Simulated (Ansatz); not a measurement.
Geometry relaxation, with input and output: CH$_{6}$NSi (charge +1)

System: CH$_{6}$NSi, charge +1.
Method: RKS PBE0-D4/6-31G* (Ansatz 0.2.0).

It belongs to a series of runs on one base structure; here: end point A relaxed. Figures and captions count atoms from 1; the log counts them from 0 in places.

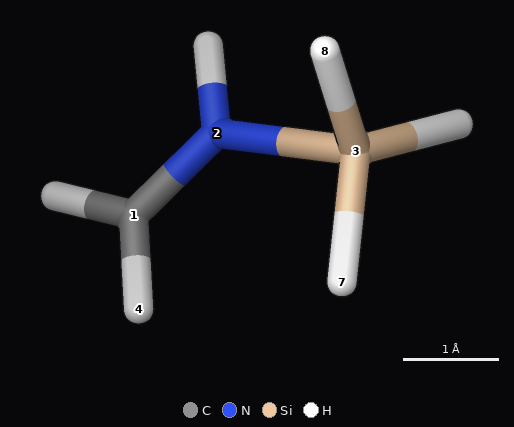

The starting structure (stick view, seen at a tilt; atoms are numbered from 1 in the order of the input).

## Key numbers

| quantity | value |
| --- | --- |
| outcome | converged |
| total energy | −10488.1582 eV |
| mean-field energy | −10488.0635 eV |
| largest force (length of the vector) at the end | 0.014 eV/Å |
| hardware | 1 thread of Intel Xeon (Emerald Rapids), 360 GiB of memory available, shared host |
| wall time | 12 s |
| peak memory | 0.16 GiB |

## Input
```yaml
crystal:
  periodic: [false, false, false]
  atoms:
    - { symbol: C, position_ang: [-0.76858, 0.67522, -1.06398] }
    - { symbol: "N", position_ang: [0.28213, 0.29861, -0.47555] }
    - { symbol: Si, position_ang: [0.42844, -0.70087, 1.1075] }
    - { symbol: H, position_ang: [-1.7346, 0.41663, -0.64818] }
    - { symbol: H, position_ang: [-0.7545, 1.25411, -1.98195] }
    - { symbol: H, position_ang: [1.17043, 0.56267, -0.90178] }
    - { symbol: H, position_ang: [-0.96885, -0.91793, 1.45651] }
    - { symbol: H, position_ang: [1.17428, 0.25505, 1.91562] }
    - { symbol: H, position_ang: [1.17126, -1.84348, 0.59182] }
total_charge: 1
basis:
  gaussian: { orbitals: "6-31G*" }
hamiltonian:
  xc: pbe0
  dispersion: d4
relax:
  f_tol: 0.015
  max_steps: 40
```

Launch command:
```bash
ansatz run input.yaml --threads 1 --pin off --max-ram 2048MiB --backend cpu --events-out ev --progress --plain --runs-dir out
```

## Log
```
The last accepted step is kept in [file] (removed where the run ends without a failure and the disk answers)
Engine: ansatz 0.2.0, x86_64-unknown-linux-gnu
Functional definition: PBE0
  parameter a = 0.25
  parameter kappa = 0.804
  parameter beta = 0.06672455060314922
  exchange = (1 - a)*pbe_x(kappa = kappa, mu = beta*pi^2/3) + a*exact_x
  correlation = pbe_c(beta = beta)
701 factors; integrals over basis functions are off by at most 6.7e-4 eV
mean field evaluation 1: about -10481.0431 eV, gradient 5.8e1 eV
mean field evaluation 2: about -10474.2371 eV, gradient 7.8e1 eV
mean field evaluation 4: about -10487.9853 eV, gradient 3.4e0 eV
mean field evaluation 8: about -10488.0148 eV, gradient 7.0e-2 eV
mean field -10488.01476790 eV, -385.4274336886 hartree, gradient 3.6e-5 eV, S^2 0.000000; 0 other end points of the search recorded, 0 dependent functions left out
the calculation of the forces begins
reference -10488.01479049 eV, -385.4274345188 hartree; 16, 16 occupied and 45, 45 virtual orbitals, 701 factors
relax step   1: F+E_penalty+E_count = -10488.10968528 eV  Δ(F+E_penalty+E_count) = +0.000e0 eV  max|allowed force component| = 9.592e-1 eV/Å  Δτ_max = 0.0000 Å  (23 SCF iters, accepted)
these checks for a lower state are left out or cut short: starts, cluster_reference, orbital_swaps, neighbouring_geometries, increment
701 factors; integrals over basis functions are off by at most 6.8e-4 eV
mean field evaluation 16: about -10488.0558 eV, gradient 1.1e-2 eV
mean field -10488.05769278 eV, -385.4290111490 hartree, gradient 3.6e-5 eV, S^2 0.000000; 0 other end points of the search recorded, 0 dependent functions left out
the calculation of the forces begins
reference -10488.05771553 eV, -385.4290119849 hartree; 16, 16 occupied and 45, 45 virtual orbitals, 701 factors
relax step   2: F+E_penalty+E_count = -10488.15205306 eV  Δ(F+E_penalty+E_count) = -4.237e-2 eV  max|allowed force component| = 3.436e-1 eV/Å  Δτ_max = 0.0805 Å  (22 SCF iters, accepted)
these checks for a lower state are left out or cut short: starts, cluster_reference, orbital_swaps, neighbouring_geometries, increment
701 factors; integrals over basis functions are off by at most 7.0e-4 eV
mean field -10488.06201510 eV, -385.4291699911 hartree, gradient 2.9e-5 eV, S^2 0.000000; 0 other end points of the search recorded, 0 dependent functions left out
the calculation of the forces begins
reference -10488.06203783 eV, -385.4291708264 hartree; 16, 16 occupied and 45, 45 virtual orbitals, 701 factors
relax step   3: F+E_penalty+E_count = -10488.15651156 eV  Δ(F+E_penalty+E_count) = -4.459e-3 eV  max|allowed force component| = 1.002e-1 eV/Å  Δτ_max = 0.0216 Å  (24 SCF iters, accepted)
these checks for a lower state are left out or cut short: starts, cluster_reference, orbital_swaps, neighbouring_geometries, increment
701 factors; integrals over basis functions are off by at most 7.0e-4 eV
mean field -10488.06329310 eV, -385.4292169567 hartree, gradient 3.0e-5 eV, S^2 0.000000; 0 other end points of the search recorded, 0 dependent functions left out
the calculation of the forces begins
reference -10488.06331579 eV, -385.4292177906 hartree; 16, 16 occupied and 45, 45 virtual orbitals, 701 factors
relax step   4: F+E_penalty+E_count = -10488.15792367 eV  Δ(F+E_penalty+E_count) = -1.412e-3 eV  max|allowed force component| = 4.335e-2 eV/Å  Δτ_max = 0.0196 Å  (23 SCF iters, accepted)
these checks for a lower state are left out or cut short: starts, cluster_reference, orbital_swaps, neighbouring_geometries, increment
701 factors; integrals over basis functions are off by at most 7.0e-4 eV
mean field evaluation 32: about -10488.0635 eV, gradient 1.3e-4 eV
mean field -10488.06348261 eV, -385.4292239212 hartree, gradient 1.4e-5 eV, S^2 0.000000; 0 other end points of the search recorded, 0 dependent functions left out
the calculation of the forces begins
reference -10488.06350531 eV, -385.4292247555 hartree; 16, 16 occupied and 45, 45 virtual orbitals, 701 factors
relax step   5: F+E_penalty+E_count = -10488.15810810 eV  Δ(F+E_penalty+E_count) = -1.844e-4 eV  max|allowed force component| = 3.695e-2 eV/Å  Δτ_max = 0.0044 Å  (20 SCF iters, accepted)
these checks for a lower state are left out or cut short: starts, cluster_reference, orbital_swaps, neighbouring_geometries, increment
701 factors; integrals over basis functions are off by at most 7.0e-4 eV
mean field -10488.06349293 eV, -385.4292243003 hartree, gradient 7.1e-6 eV, S^2 0.000000; 0 other end points of the search recorded, 0 dependent functions left out
the calculation of the forces begins
reference -10488.06351563 eV, -385.4292251345 hartree; 16, 16 occupied and 45, 45 virtual orbitals, 701 factors
relax step   6: F+E_penalty+E_count = -10488.15812873 eV  Δ(F+E_penalty+E_count) = -2.062e-5 eV  max|allowed force component| = 3.170e-2 eV/Å  Δτ_max = 0.0035 Å  (20 SCF iters, accepted)
these checks for a lower state are left out or cut short: starts, cluster_reference, orbital_swaps, neighbouring_geometries, increment
701 factors; integrals over basis functions are off by at most 7.0e-4 eV
mean field -10488.06351042 eV, -385.4292249433 hartree, gradient 8.8e-5 eV, S^2 0.000000; 0 other end points of the search recorded, 0 dependent functions left out
the calculation of the forces begins
reference -10488.06353312 eV, -385.4292257773 hartree; 16, 16 occupied and 45, 45 virtual orbitals, 701 factors
relax step   7: F+E_penalty+E_count = -10488.15816741 eV  Δ(F+E_penalty+E_count) = -3.868e-5 eV  max|allowed force component| = 1.171e-2 eV/Å  Δτ_max = 0.0044 Å  (18 SCF iters, accepted)
```

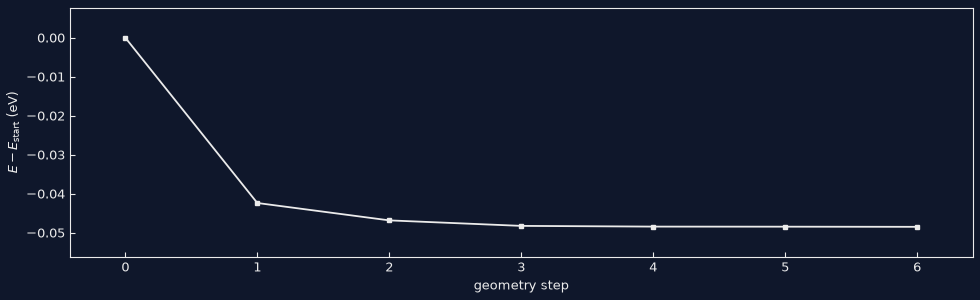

Progress of the relaxation, step by step (the first geometry is step 0 here and step 1 in the log).

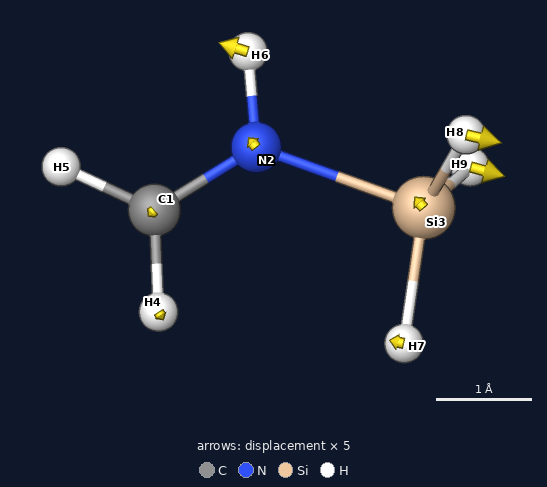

The starting structure with the displacements as yellow arrows, magnified 5 times (ball-and-stick view, seen at a tilt). The two geometries are laid on each other by the best rigid fit. H8 moves most after the best rigid fit: 0.079 Å. By element the largest moves are H 0.079 Å, Si 0.032 Å, N 0.028 Å, C 0.020 Å. Distances before and after: Si3–H7 1.456 → 1.475 Å, C1–N2 1.262 → 1.279 Å, C1–H4 1.083 → 1.089 Å, N2–Si3 1.878 → 1.874 Å. Among the angles that change: N2–Si3–H8 99.1° → 103.2°, Si3–N2–H6 115.0° → 117.5°. Over 6 geometry steps the energy falls by 0.048 eV. The largest force component goes from 0.96 to 0.012 eV/Å. (Atoms are counted from 1 in the order of the input.)

```
701 factors; integrals over basis functions are off by at most 7.0e-4 eV
mean field -10488.06351042 eV, -385.4292249433 hartree, gradient 8.8e-5 eV, S^2 0.000000; 1 other end points of the search recorded, 0 dependent functions left out
the calculation of the forces begins
reference -10488.06353312 eV, -385.4292257773 hartree; 16, 16 occupied and 45, 45 virtual orbitals, 701 factors
Total energy: -10488.15819010 eV, -385.4327043573 hartree
Atom 0 at    -0.787027     0.678624    -1.070964 Å, force    -0.002931    -0.007650     0.011712 eV/Å
Atom 1 at     0.294835     0.312293    -0.496328 Å, force     0.010280     0.004613    -0.007464 eV/Å
Atom 2 at     0.441950    -0.685152     1.083153 Å, force    -0.001952    -0.001817     0.002775 eV/Å
Atom 3 at    -1.746061     0.405991    -0.633971 Å, force    -0.003732     0.004976    -0.007819 eV/Å
Atom 4 at    -0.763126     1.259568    -1.991528 Å, force     0.002181    -0.000428     0.000896 eV/Å
Atom 5 at     1.162118     0.599842    -0.956475 Å, force    -0.005249     0.000213    -0.000333 eV/Å
Atom 6 at    -0.975541    -0.899754     1.429785 Å, force     0.001207    -0.000410     0.000773 eV/Å
Atom 7 at     1.189544     0.214331     1.980920 Å, force     0.000141     0.000341    -0.000077 eV/Å
Atom 8 at     1.183317    -1.885733     0.655418 Å, force     0.000054     0.000163    -0.000464 eV/Å
Dipole moment:    -0.107567     0.305652    -0.483685 e Å
```

## Trajectory as extended XYZ (Å, eV, eV/Å), 7 frames, from step=1 to step=7
```
9
Properties=species:S:1:pos:R:3:forces:R:3 step=1 energy=-10488.10968
C    -0.7686    0.6752   -1.0640   -0.9592   0.2948  -0.4706
N     0.2821    0.2986   -0.4755    0.8251  -0.3406   0.5287
Si    0.4284   -0.7009    1.1075    0.0132   0.3278  -0.5152
H    -1.7346    0.4166   -0.6482   -0.1898  -0.0697   0.1175
H    -0.7545    1.2541   -1.9820    0.1792   0.0759  -0.1189
H     1.1704    0.5627   -0.9018    0.0590   0.1002  -0.1551
H    -0.9688   -0.9179    1.4565   -0.3299  -0.0986   0.1546
H     1.1743    0.2550    1.9156    0.2028   0.0801   0.3721
H     1.1713   -1.8435    0.5918    0.1995  -0.3699   0.0869
9
Properties=species:S:1:pos:R:3:forces:R:3 step=2 energy=-10488.15205
C    -0.7875    0.6876   -1.0864   -0.3389   0.0657  -0.0634
N     0.2791    0.3128   -0.4993    0.3436  -0.1563   0.2449
Si    0.4407   -0.6870    1.0858    0.0227   0.0085  -0.0155
H    -1.7544    0.4268   -0.6622   -0.0266  -0.0380   0.0437
H    -0.7662    1.2695   -2.0058    0.1204   0.0056  -0.0224
H     1.1611    0.5866   -0.9383   -0.0270   0.0574  -0.0965
H    -0.9593   -0.9251    1.4673   -0.1005   0.0154  -0.0242
H     1.1950    0.2102    1.9792    0.0033   0.0434  -0.0197
H     1.1916   -1.8814    0.6597    0.0029  -0.0015  -0.0468
9
Properties=species:S:1:pos:R:3:forces:R:3 step=3 energy=-10488.15651
C    -0.7880    0.6869   -1.0767   -0.0967  -0.0577  -0.0313
N     0.2858    0.3118   -0.4946    0.1002  -0.0391   0.0796
Si    0.4412   -0.6880    1.0875   -0.0140   0.0214  -0.0280
H    -1.7534    0.4169   -0.6518    0.0134   0.0112   0.0301
H    -0.7619    1.2634   -2.0003    0.0612   0.0139   0.0191
H     1.1627    0.5888   -0.9431   -0.0416   0.0369  -0.0478
H    -0.9703   -0.9149    1.4518    0.0057   0.0097  -0.0151
H     1.1942    0.2175    1.9764   -0.0139  -0.0121  -0.0104
H     1.1897   -1.8824    0.6510   -0.0143   0.0158   0.0038
9
Properties=species:S:1:pos:R:3:forces:R:3 step=4 energy=-10488.15792
C    -0.7869    0.6797   -1.0723   -0.0324  -0.0135   0.0310
N     0.2922    0.3123   -0.4948    0.0290  -0.0067  -0.0004
Si    0.4405   -0.6860    1.0847    0.0223   0.0045  -0.0015
H    -1.7466    0.4109   -0.6364   -0.0367  -0.0008  -0.0060
H    -0.7576    1.2579   -1.9932   -0.0114   0.0213  -0.0303
H     1.1572    0.5997   -0.9578    0.0433  -0.0091   0.0127
H    -0.9754   -0.9051    1.4356    0.0042   0.0052  -0.0066
H     1.1907    0.2142    1.9801   -0.0094  -0.0021   0.0003
H     1.1859   -1.8835    0.6541   -0.0090   0.0013   0.0008
9
Properties=species:S:1:pos:R:3:forces:R:3 step=5 energy=-10488.15811
C    -0.7877    0.6781   -1.0728    0.0126   0.0124   0.0370
N     0.2927    0.3106   -0.4955   -0.0070   0.0059  -0.0165
Si    0.4422   -0.6858    1.0849   -0.0071  -0.0007  -0.0091
H    -1.7488    0.4099   -0.6377   -0.0018  -0.0077  -0.0063
H    -0.7597    1.2613   -1.9917   -0.0014  -0.0088  -0.0088
H     1.1601    0.5975   -0.9554    0.0027  -0.0004   0.0006
H    -0.9745   -0.9033    1.4343    0.0076   0.0011  -0.0013
H     1.1902    0.2159    1.9804   -0.0029  -0.0042  -0.0023
H     1.1855   -1.8843    0.6536   -0.0027   0.0022   0.0068
9
Properties=species:S:1:pos:R:3:forces:R:3 step=6 energy=-10488.15813
C    -0.7877    0.6805   -1.0703    0.0144  -0.0317  -0.0143
N     0.2938    0.3118   -0.4958   -0.0083   0.0150  -0.0062
Si    0.4426   -0.6855    1.0837   -0.0074  -0.0009   0.0013
H    -1.7486    0.4077   -0.6371    0.0063   0.0107   0.0066
H    -0.7610    1.2593   -1.9923   -0.0021   0.0059   0.0122
H     1.1610    0.5986   -0.9564   -0.0054   0.0007   0.0011
H    -0.9740   -0.9017    1.4321   -0.0029  -0.0002   0.0002
H     1.1896    0.2148    1.9810    0.0029   0.0008  -0.0001
H     1.1843   -1.8855    0.6551    0.0025  -0.0002  -0.0009
9
Properties=species:S:1:pos:R:3:forces:R:3 step=7 energy=-10488.15817
C    -0.7870    0.6786   -1.0710   -0.0029  -0.0076   0.0117
N     0.2948    0.3123   -0.4963    0.0103   0.0046  -0.0075
Si    0.4420   -0.6852    1.0832   -0.0020  -0.0018   0.0028
H    -1.7461    0.4060   -0.6340   -0.0037   0.0050  -0.0078
H    -0.7631    1.2596   -1.9915    0.0022  -0.0004   0.0009
H     1.1621    0.5998   -0.9565   -0.0052   0.0002  -0.0003
H    -0.9755   -0.8998    1.4298    0.0012  -0.0004   0.0008
H     1.1895    0.2143    1.9809    0.0001   0.0003  -0.0001
H     1.1833   -1.8857    0.6554    0.0001   0.0002  -0.0005
```
